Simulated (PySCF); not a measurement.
# Sm³⁺, Sm⁴⁺: ionisation energy with spin-orbit coupling

Wanted: the ionisation energy of samarium, up a ladder of methods.

Program: PySCF 2.14.0. Level of theory: two-component X2C-1e, generalised determinants. These are calculated values, not measurements, unless marked.

## (1) What is computed

```
Element                                   : samarium (Z = 62)
Basis                                     : x2c-QZVPPall-2c
Hamiltonian                               : two-component X2C-1e, Gaussian nucleus, no Breit or QED terms; spin-orbit coupling, run by run: off; screened by Boettger's factors
Core shells frozen in the correlated runs : [Ar] 3d10 (for Sm³⁺)
State 1                                   : Sm³⁺: [Xe] 4f5; 4f5/2 filled at m_j = -3/2, -1/2, +1/2, +3/2, +5/2
State 2                                   : Sm⁴⁺: [Xe] 4f4; 4f5/2 filled at m_j = -1/2, +1/2, +3/2, +5/2
Methods                                   : GHF, GMP2
```

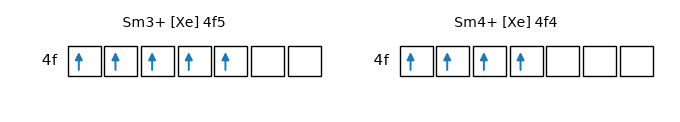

Occupation of the outer shells (arrows by Hund's rule).

All steps ran in one process of a driver on top of PySCF, which takes the settings above as its task.

It was started by

```console
> OMP_NUM_THREADS=4 python sorun2.py TASK.json OUT
```

The integrals over 213 functions and the set-up took 57 s of CPU time.

## (2) Sm³⁺, method by method

#### GHF (spin-free)

Standard output:

```text
cycle= 1 E= -10418.7782993021  delta_E= -1.04e+04  |FDS-SDF|= 0.0742
cycle= 2 E= -10418.8357920823  delta_E= -0.0575  |FDS-SDF|= 0.0505
cycle= 3 E= -10418.8605154245  delta_E= -0.0247  |FDS-SDF|= 0.00731
cycle= 4 E= -10418.8614996670  delta_E= -0.000984  |FDS-SDF|= 0.0013
cycle= 5 E= -10418.8615579865  delta_E= -5.83e-05  |FDS-SDF|= 0.0002
cycle= 6 E= -10418.8615595190  delta_E= -1.53e-06  |FDS-SDF|= 3.41e-05
cycle= 7 E= -10418.8615595600  delta_E= -4.1e-08  |FDS-SDF|= 1.19e-05
cycle= 8 E= -10418.8615595626  delta_E= -2.64e-09  |FDS-SDF|= 9.12e-06
```

It took 22 s on 4 threads of Neoverse-V2, shared host, the integrals not counted.

Occupied spinors (without spin-orbit coupling the j labels only name the start):

| spinor shell | electrons | mean energy (eV) | weight of the nominal j | rms radius (bohr) |
| --- | --- | --- | --- | --- |
| 1s1/2 | 2 | -47097.5 | 1.000 | 0.0259 |
| 2s1/2 | 2 | -7839.9 | 1.000 | 0.105 |
| 2p1/2 | 2 | -6991.0 | 0.667 | 0.0942 |
| 2p3/2 | 4 | -6990.9 | 0.833 | 0.0942 |
| 3s1/2 | 2 | -1792.2 | 1.000 | 0.271 |
| 3p1/2 | 2 | -1521.9 | 0.667 | 0.272 |
| 3p3/2 | 4 | -1520.7 | 0.833 | 0.272 |
| 3d3/2 | 4 | -1154.0 | 0.700 | 0.250 |
| 3d5/2 | 6 | -1152.8 | 0.800 | 0.250 |
| 4s1/2 | 2 | -403.58 | 1.000 | 0.614 |
| 4p1/2 | 2 | -313.10 | 0.667 | 0.652 |
| 4p3/2 | 4 | -310.84 | 0.833 | 0.652 |
| 4d3/2 | 4 | -180.99 | 0.700 | 0.721 |
| 4d5/2 | 6 | -177.90 | 0.800 | 0.721 |
| 5s1/2 | 2 | -81.582 | 1.000 | 1.48 |
| 5p1/2 | 2 | -56.451 | 0.667 | 1.69 |
| 5p3/2 | 4 | -55.696 | 0.833 | 1.70 |
| 4f5/2 | 5 | -45.250 | 0.571 | 0.969 |

M_J = 5/2, ⟨J²⟩ = 13.764, ⟨L²⟩ = 30.010, ⟨S²⟩ = 8.754.

#### GMP2 (spin-free)

No log was kept for this step.

It took 23 s on 4 threads of Neoverse-V2, shared host, the integrals not counted.

With 31 electrons correlated and 34 very high virtual spinors dropped, the MP2 correlation energy is -1.38563 hartree. Largest pairs: 4d5/2-4f5/2 -0.1582, 4d3/2-4d5/2 -0.1121, 4d5/2-4d5/2 -0.0988, 4d3/2-4f5/2 -0.0954, 4f5/2-5p3/2 -0.0895.

#### GHF (screened spin-orbit)

Standard output:

```text
cycle= 1 E= -10424.7534157088  delta_E= -1.04e+04  |FDS-SDF|= 0.166
cycle= 2 E= -10424.8185179101  delta_E= -0.0651  |FDS-SDF|= 0.0493
cycle= 3 E= -10424.8371038164  delta_E= -0.0186  |FDS-SDF|= 0.0272
cycle= 4 E= -10424.8438911852  delta_E= -0.00679  |FDS-SDF|= 0.00265
cycle= 5 E= -10424.8443601577  delta_E= -0.000469  |FDS-SDF|= 0.00203
cycle= 6 E= -10424.8447703711  delta_E= -0.00041  |FDS-SDF|= 0.00169
cycle= 7 E= -10424.8457609164  delta_E= -0.000991  |FDS-SDF|= 0.000569
cycle= 8 E= -10424.8458433793  delta_E= -8.25e-05  |FDS-SDF|= 0.000356
cycle= 9 E= -10424.8458675296  delta_E= -2.42e-05  |FDS-SDF|= 0.000244
cycle= 10 E= -10424.8458823007  delta_E= -1.48e-05  |FDS-SDF|= 0.000107
cycle= 11 E= -10424.8458849426  delta_E= -2.64e-06  |FDS-SDF|= 4.99e-05
cycle= 12 E= -10424.8458851971  delta_E= -2.54e-07  |FDS-SDF|= 4.18e-05
cycle= 13 E= -10424.8458855629  delta_E= -3.66e-07  |FDS-SDF|= 2.68e-05
cycle= 14 E= -10424.8458857761  delta_E= -2.13e-07  |FDS-SDF|= 1.07e-05
cycle= 15 E= -10424.8458857927  delta_E= -1.66e-08  |FDS-SDF|= 6.43e-06
cycle= 16 E= -10424.8458857979  delta_E= -5.12e-09  |FDS-SDF|= 3.7e-06
```

Time after the integrals: 79 s (4 threads of Neoverse-V2, shared host).

The outer occupied spinors:

| spinor shell | electrons | mean energy (eV) | weight of the nominal j | rms radius (bohr) |
| --- | --- | --- | --- | --- |
| 4p1/2 | 2 | -332.65 | 0.975 | 0.634 |
| 4p3/2 | 4 | -302.14 | 0.988 | 0.661 |
| 4d3/2 | 4 | -187.51 | 0.717 | 0.718 |
| 4d5/2 | 6 | -173.30 | 0.811 | 0.723 |
| 5s1/2 | 2 | -81.529 | 1.000 | 1.48 |
| 5p1/2 | 2 | -59.403 | 0.941 | 1.64 |
| 5p3/2 | 4 | -54.395 | 0.971 | 1.73 |
| 4f5/2 | 5 | -45.226 | 0.637 | 0.968 |

M_J = 5/2, ⟨J²⟩ = 13.084, ⟨L²⟩ = 29.817, ⟨S²⟩ = 8.685. A second start ended at -10424.72388 hartree. Rows whose weight is well below 1 mix j = l ± 1/2: exchange competes with spin-orbit coupling there.

The determinant has a definite M_J but mixes levels of different J.

#### GMP2 (screened spin-orbit)

No log was kept for this step.

It took 14 s on 4 threads of Neoverse-V2, shared host, the integrals not counted.

With 31 electrons correlated and 34 very high virtual spinors dropped, the MP2 correlation energy is -1.38748 hartree. Largest pairs: 4d5/2-4f5/2 -0.1993, 4d5/2-4d5/2 -0.1193, 4d3/2-4d5/2 -0.1040, 4f5/2-5p3/2 -0.0915, 4d5/2-5p3/2 -0.0672.

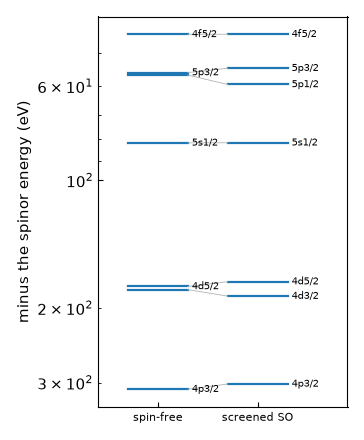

The highest 7 spinor levels of Sm³⁺ on a logarithmic scale, without and with spin-orbit coupling.

## (3) Sm⁴⁺: the ladder of methods

#### GHF (spin-free)

Standard output:

```text
cycle= 1 E= -10417.3585676558  delta_E= -1.04e+04  |FDS-SDF|= 0.0575
cycle= 2 E= -10417.4004153030  delta_E= -0.0418  |FDS-SDF|= 0.031
cycle= 3 E= -10417.4096178844  delta_E= -0.0092  |FDS-SDF|= 0.00628
cycle= 4 E= -10417.4101716026  delta_E= -0.000554  |FDS-SDF|= 0.000874
cycle= 5 E= -10417.4101877650  delta_E= -1.62e-05  |FDS-SDF|= 0.000117
cycle= 6 E= -10417.4101881550  delta_E= -3.9e-07  |FDS-SDF|= 1.77e-05
cycle= 7 E= -10417.4101881651  delta_E= -1.01e-08  |FDS-SDF|= 1.08e-05
```

Time after the integrals: 19 s (4 threads of Neoverse-V2, shared host).

Occupied spinors (without spin-orbit coupling the j labels only name the start):

| spinor shell | electrons | mean energy (eV) | weight of the nominal j | rms radius (bohr) |
| --- | --- | --- | --- | --- |
| 1s1/2 | 2 | -47118.7 | 1.000 | 0.0259 |
| 2s1/2 | 2 | -7862.0 | 1.000 | 0.105 |
| 2p1/2 | 2 | -7012.9 | 0.667 | 0.0942 |
| 2p3/2 | 4 | -7012.8 | 0.833 | 0.0942 |
| 3s1/2 | 2 | -1815.4 | 1.000 | 0.271 |
| 3p1/2 | 2 | -1544.9 | 0.667 | 0.272 |
| 3p3/2 | 4 | -1543.9 | 0.833 | 0.272 |
| 3d3/2 | 4 | -1177.1 | 0.700 | 0.250 |
| 3d5/2 | 6 | -1175.7 | 0.800 | 0.250 |
| 4s1/2 | 2 | -425.82 | 1.000 | 0.613 |
| 4p1/2 | 2 | -334.88 | 0.667 | 0.650 |
| 4p3/2 | 4 | -332.77 | 0.833 | 0.649 |
| 4d3/2 | 4 | -202.70 | 0.700 | 0.715 |
| 4d5/2 | 6 | -198.62 | 0.800 | 0.715 |
| 5s1/2 | 2 | -98.278 | 1.000 | 1.44 |
| 5p1/2 | 2 | -71.683 | 0.667 | 1.62 |
| 5p3/2 | 4 | -71.141 | 0.833 | 1.63 |
| 4f5/2 | 4 | -66.300 | 0.643 | 0.906 |

M_J = 4, ⟨J²⟩ = 24.007, ⟨L²⟩ = 42.005, ⟨S²⟩ = 6.002.

#### GMP2 (spin-free)

This step left no log, only its results.

It took 13 s on 4 threads of Neoverse-V2, shared host, the integrals not counted.

With 30 electrons correlated and 34 very high virtual spinors dropped, the MP2 correlation energy is -1.30816 hartree. Largest pairs: 4d5/2-4f5/2 -0.1361, 4d3/2-4d5/2 -0.1159, 4d5/2-4d5/2 -0.1141, 4d3/2-4f5/2 -0.0786, 4d5/2-5p3/2 -0.0693.

#### GHF (screened spin-orbit)

Standard output:

```text
cycle= 1 E= -10423.3400328611  delta_E= -1.04e+04  |FDS-SDF|= 0.16
cycle= 2 E= -10423.3894926419  delta_E= -0.0495  |FDS-SDF|= 0.0301
cycle= 3 E= -10423.3968949146  delta_E= -0.0074  |FDS-SDF|= 0.017
cycle= 4 E= -10423.3995454795  delta_E= -0.00265  |FDS-SDF|= 0.00243
cycle= 5 E= -10423.3999667036  delta_E= -0.000421  |FDS-SDF|= 0.00197
cycle= 6 E= -10423.4004049599  delta_E= -0.000438  |FDS-SDF|= 0.00166
cycle= 7 E= -10423.4014756623  delta_E= -0.00107  |FDS-SDF|= 0.000378
cycle= 8 E= -10423.4014938631  delta_E= -1.82e-05  |FDS-SDF|= 0.000241
cycle= 9 E= -10423.4014999276  delta_E= -6.06e-06  |FDS-SDF|= 0.000209
cycle= 10 E= -10423.4015108201  delta_E= -1.09e-05  |FDS-SDF|= 0.000136
cycle= 11 E= -10423.4015181783  delta_E= -7.36e-06  |FDS-SDF|= 3.45e-05
cycle= 12 E= -10423.4015184044  delta_E= -2.26e-07  |FDS-SDF|= 1.35e-05
cycle= 13 E= -10423.4015184208  delta_E= -1.64e-08  |FDS-SDF|= 9e-06
cycle= 14 E= -10423.4015184307  delta_E= -9.88e-09  |FDS-SDF|= 5.75e-06
```

It took 2.5 min on 4 threads of Neoverse-V2, shared host, the integrals not counted.

The outer occupied spinors:

| spinor shell | electrons | mean energy (eV) | weight of the nominal j | rms radius (bohr) |
| --- | --- | --- | --- | --- |
| 4p1/2 | 2 | -354.57 | 0.981 | 0.631 |
| 4p3/2 | 4 | -323.97 | 0.991 | 0.658 |
| 4d3/2 | 4 | -207.86 | 0.783 | 0.711 |
| 4d5/2 | 6 | -194.90 | 0.855 | 0.718 |
| 5s1/2 | 2 | -98.218 | 1.000 | 1.44 |
| 5p1/2 | 2 | -74.925 | 0.965 | 1.57 |
| 5p3/2 | 4 | -69.703 | 0.982 | 1.65 |
| 4f5/2 | 4 | -66.315 | 0.715 | 0.906 |

M_J = 4, ⟨J²⟩ = 23.263, ⟨L²⟩ = 41.785, ⟨S²⟩ = 5.961. Rows whose weight is well below 1 mix j = l ± 1/2: exchange competes with spin-orbit coupling there.

The determinant has a definite M_J but mixes levels of different J.

#### GMP2 (screened spin-orbit)

The driver printed no log here.

It took 13 s on 4 threads of Neoverse-V2, shared host, the integrals not counted.

With 30 electrons correlated and 34 very high virtual spinors dropped, the MP2 correlation energy is -1.30967 hartree. Largest pairs: 4d5/2-4f5/2 -0.1607, 4d5/2-4d5/2 -0.1235, 4d3/2-4d5/2 -0.1160, 4d5/2-5p3/2 -0.0728, 4f5/2-5p3/2 -0.0687.

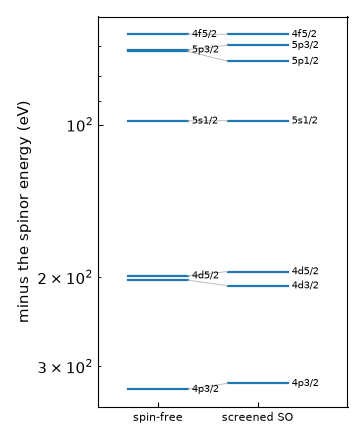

The highest 7 spinor levels of Sm⁴⁺ on a logarithmic scale, without and with spin-orbit coupling.

## (4) The energy differences

Ionisation energy: Sm³⁺ [Xe] 4f5 [4f5/2^5, M_J = 5/2] → Sm⁴⁺ [Xe] 4f4 [4f5/2^4, M_J = 4].

| method | value (eV) | less the reference (eV) | CPU time, both states (s) |
| --- | --- | --- | --- |
| GHF (spin-free) | 39.494 | -2.146 | 150 |
| GMP2 (spin-free) | 41.602 | -0.038 | 250 |
| GHF (screened spin-orbit) | 39.303 | -2.337 | 820 |
| GMP2 (screened spin-orbit) | 41.421 | -0.219 | 910 |

Reference: 41.64 ± 0.11 eV (semi-empirical (NIST evaluation); NIST Atomic Spectra Database, ionization energies). The spin-free rows have the spin-orbit operator switched off. The determinant of Sm3+ mixes levels of different J (the jj label is only the starting occupation), so the difference between spin-free and spin-orbit rows is not the physical spin-orbit shift.

Times are CPU seconds on a shared host without the integrals; correlated rows include their Hartree-Fock run.

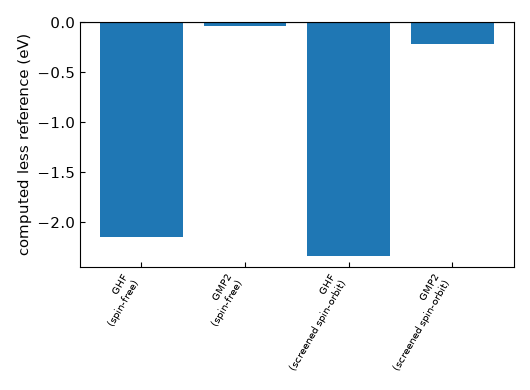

Computed less reference values by method, where the reference is not like for like or is itself uncertain.

## (5) Outcome

```
               quantity                                                                                 value
ionisation energy, Sm³⁺  GHF (spin-free) 39.494, GMP2 (screened spin-orbit) 41.421 eV; reference 41.64 ± 0.11
```

In words: The methods span 2.299 eV, from GHF (screened spin-orbit) (39.303) to GMP2 (spin-free) (41.602). The reference is uncertain or not like for like (spin-orbit coupling or other relativistic terms), so no ranking of close methods is drawn. All values hold for this basis alone; no basis-set limit was taken.
